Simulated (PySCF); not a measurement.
## Electronic structure of C3H11NSi2 in real space

```xyz
17

Si    2.9389   -0.1238   -0.2953
N     1.3472    0.1122    0.3517
Si   -0.0741    0.6896   -0.4435
C    -1.5428    0.9176    0.7533
C    -1.8043   -0.5832    0.5643
C    -1.4217   -0.6328   -0.9195
H     3.0244   -1.3411   -1.1122
H     3.2309    1.0512   -1.1112
H     3.8230   -0.2313    0.8669
H     1.1771   -0.3569    1.2275
H     0.3445    1.7101   -1.3977
H    -2.3474    1.5046    0.3232
H    -1.3976    1.2374    1.7841
H    -2.8294   -0.8967    0.7853
H    -1.1316   -1.1864    1.1707
H    -2.2138   -0.2247   -1.5385
H    -1.1550   -1.6185   -1.2968
```

Geometry: GFN2-xTB, coordinate held.

The calculation used PBE/pcSseg-1, SCF density, in a dichloromethane solvent model, non-relativistic in PySCF.

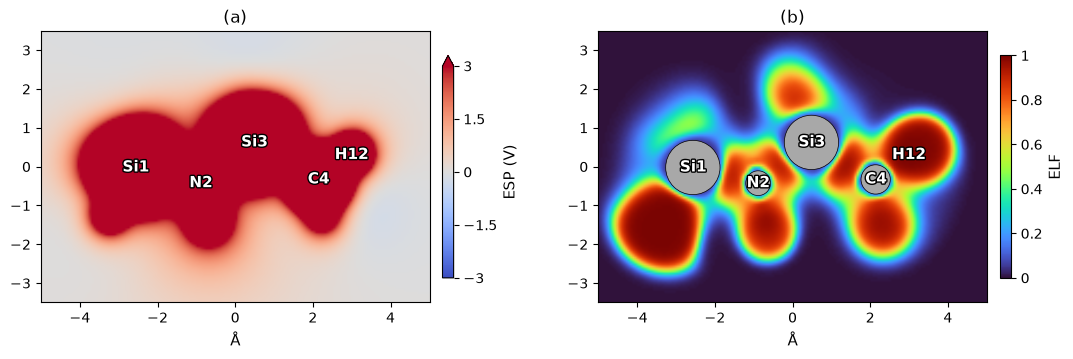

Figure 1. (a) molecular electrostatic potential; (b) electron localisation function on the plane of atoms N2, Si3 and C4. Grey discs cover the atomic cores in the ELF map.

> Describe what can be read from this map.

- Atoms in the plane: Si, N, C and H.
- Si–N (1.73 Å): the ELF peaks at about 0.90 between the atoms (a polar covalent bond).
- C–Si (1.91 Å): the ELF peaks at about 0.95 between the atoms; a covalent bond.
- C–H (1.08 Å): the ELF climbs to about 1 towards the hydrogen, as it does in any bond to H (a covalent bond by its length).
- The potential has no marked negative region in this plane.

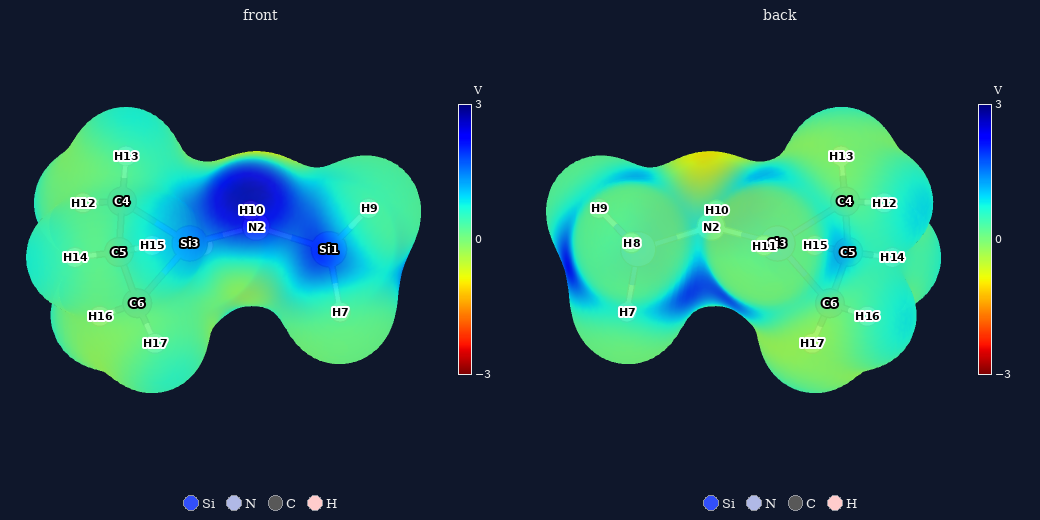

Figure 2. The electrostatic potential painted on the density surface at 0.004 e/bohr³, seen from the front and from behind; the colour scale runs from red (negative) to blue (positive).

> Describe the electrostatic potential map.

The most negative region (about −0.9 V) lies over N2, the most positive (about +2.5 V) over H10.

> What dipole moment does the calculation give?

Its dipole moment is 1.08 D.
